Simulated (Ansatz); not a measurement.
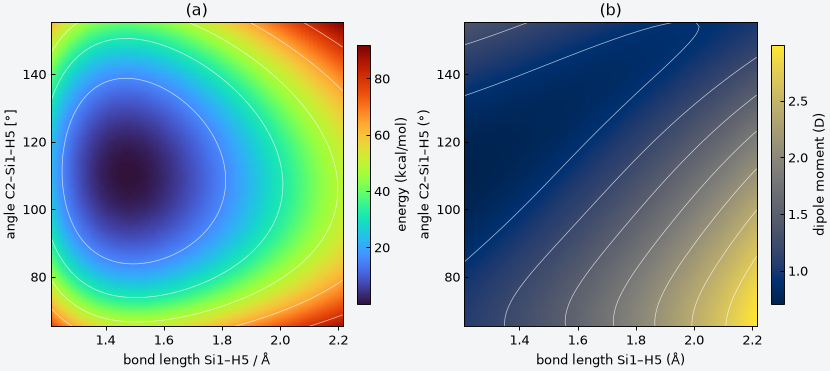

CH7SbSi, SMILES [SiH3][CH2][SbH2]. 
- The first coordinate is: bond length Si1–H5; the second: angle C2–Si1–H5.
- Nothing is relaxed (all other coordinates rigid).
- Grid: 15 × 15 points.
- All energies are given in kcal/mol relative to the relaxed molecule at the same level.
- The reference is spin-restricted, which grows unreliable where a bond is stretched far.
- These are results of Ansatz, RHF/def2-TZVP, not measurements.

Panel (a) is the energy; panel (b) is the computed dipole moment, in D.

Drawn: a smooth colour map with a few white contour lines. Between grid points the surface is interpolated.

> How does the dipole moment vary over the map, and what is it at the lowest grid point?

Leaving out the highest fifth of the energies, it runs from 0.71 D at bond length Si1–H5 = 1.211 Å, angle C2–Si1–H5 = 110.3° to 2.55 D at bond length Si1–H5 = 2.144 Å, angle C2–Si1–H5 = 84.6°. At the lowest grid point, bond length Si1–H5 = 1.498 Å, angle C2–Si1–H5 = 110.3°, it is 0.88 D.
